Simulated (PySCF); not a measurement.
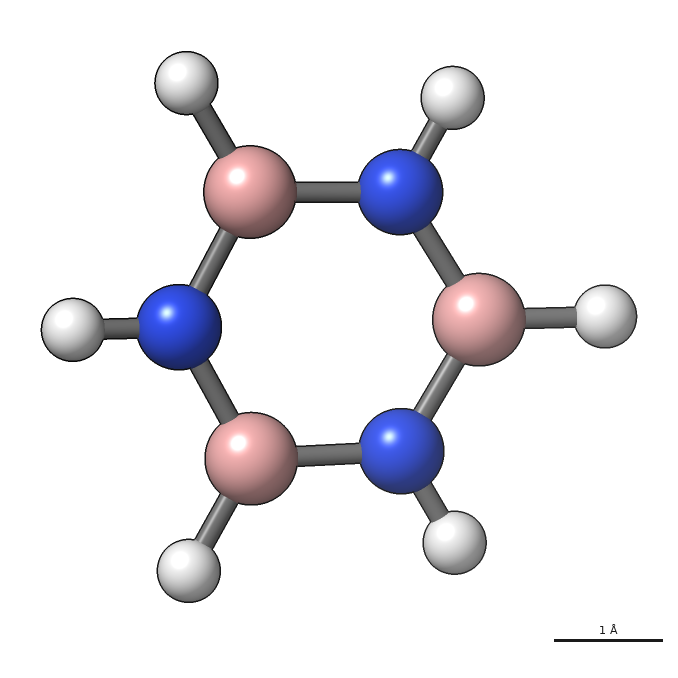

Colours: boron pink, nitrogen blue, hydrogen white.

The computed structure is the end point of a PBE0-D3(BJ)/def2-TZVP optimisation. No frequency run is at hand to confirm it as a minimum.

Give the formula.

B3H6N3, 12 atoms: 3 boron, 6 hydrogen and 3 nitrogen.

Does it have rings?

Independent rings (smallest set): 1 of 6 members.

How many atoms are distinct by symmetry?

4: 3 B, 3 N, 3 H, 3 H.

Name functional groups in it.

Among them: B–H bond.

More results for the same structure follow; atom numbers are the same in all pictures, views and colours differ.

### Shape

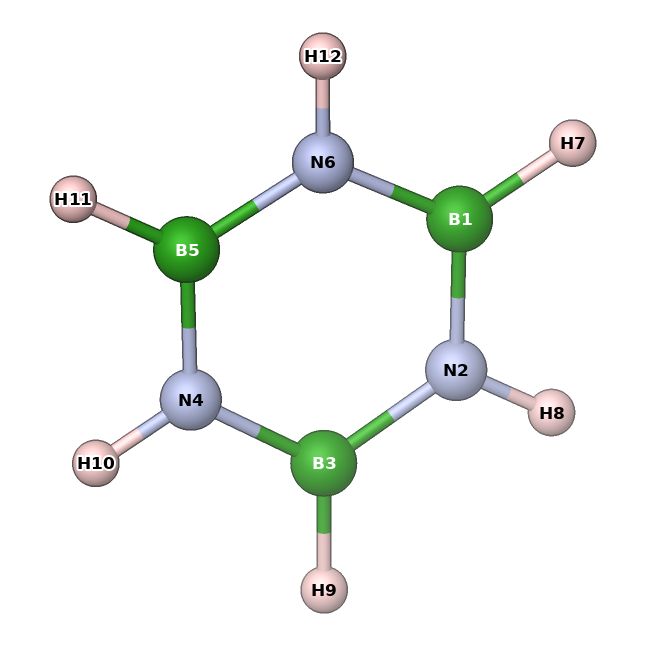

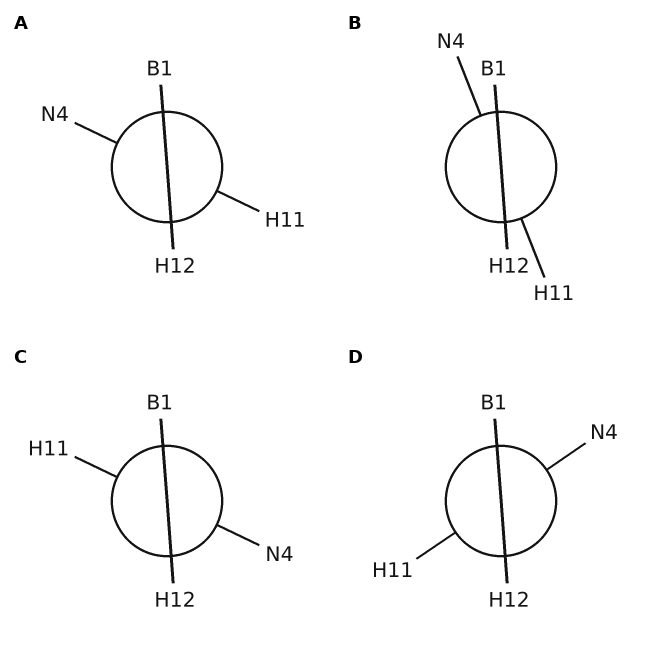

Depth is shown by fading: the farther an atom, the more it takes the colour of the background. Bonds that would overlap in a projection are set slightly apart. No frequency run is at hand to confirm it as a minimum.

Which Newman projection shows the view along N6–B5, with N6 in front?

B. The torsion angle B1–N6–B5–N4 is 0°, synperiplanar (eclipsed).

### Bond orders

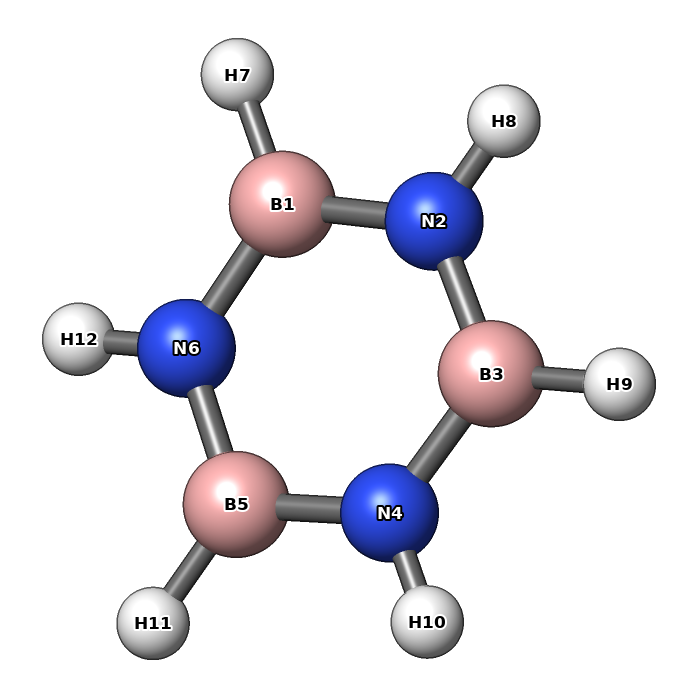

The thickness of each stick grows with its Mayer bond order. No frequency run is at hand to confirm it as a minimum. Level of theory: PBE0/pcSseg-2 (PySCF 2.14.0).

Which bond has the highest Mayer bond order?

B1–N2 and B1–N6 and N2–B3 and B3–N4 and N4–B5 and B5–N6, 1.16, at a length of 1.424 Å.

List the Mayer bond orders of B1–N2, B1–H7, N2–H8 (one bond of each equivalent set).

```tsv
bond	Mayer order	length (Å)
B1–N2	1.16	1.424
B1–H7	0.94	1.197
N2–H8	1.01	1.006
```

### NMR shielding

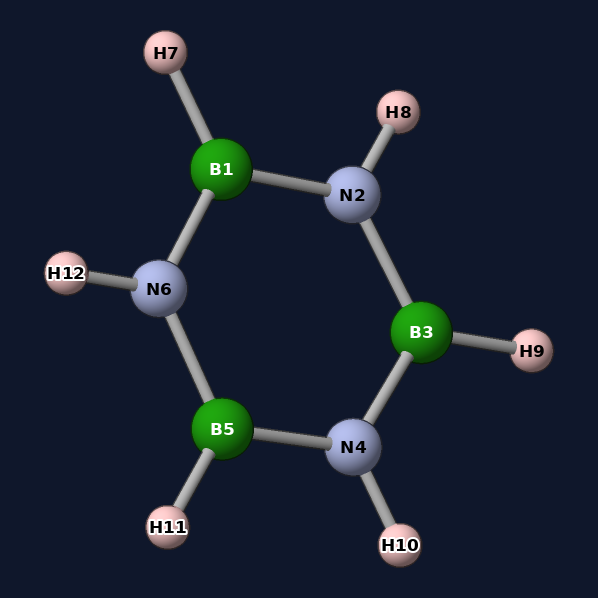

The questions are on isotropic NMR shieldings of the H atoms. No frequency run is at hand to confirm it as a minimum. Properties computed with GIAO PBE0/pcSseg-2 NMR shielding, non-relativistic, gas phase (PySCF 2.14.0).

Give the isotropic NMR shieldings of the H atoms atom by atom.

```tsv
atom	σ (ppm)
H7	26.56
H8	25.77
H9	26.56
H10	25.77
H11	26.56
H12	25.77
```

### Polarisability

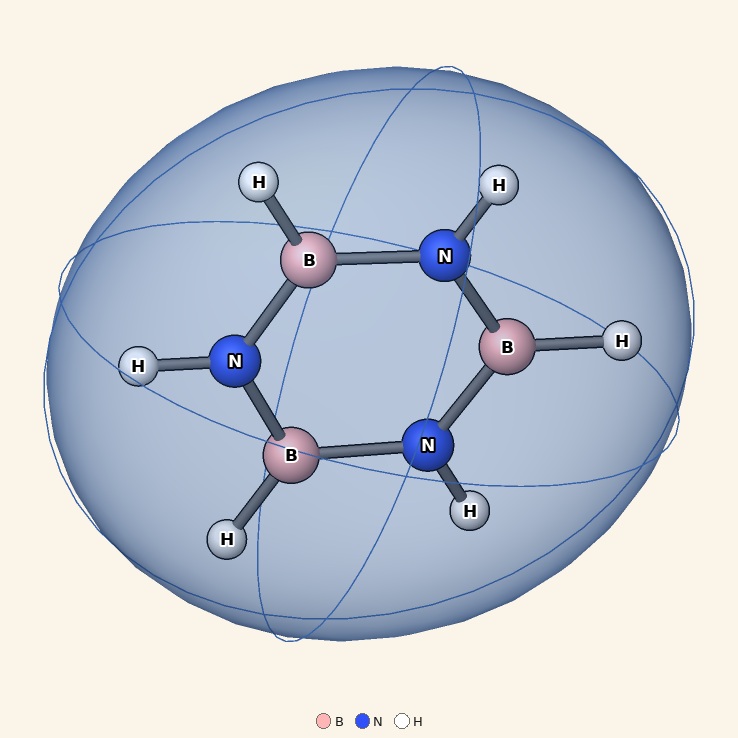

The ellipsoid shows the static dipole polarisability: its half-axes are proportional to the principal values. No frequency run is at hand to confirm it as a minimum. Computed with PBE0/aug-cc-pVTZ (PySCF 2.14.0).

Give the principal values, the mean and the anisotropy.

Principal values 44.0, 71.0, 71.0 bohr³; mean 62.0 bohr³ (9.19 Å³); anisotropy 27.0 bohr³, so the longest axis is 1.61 times the shortest.
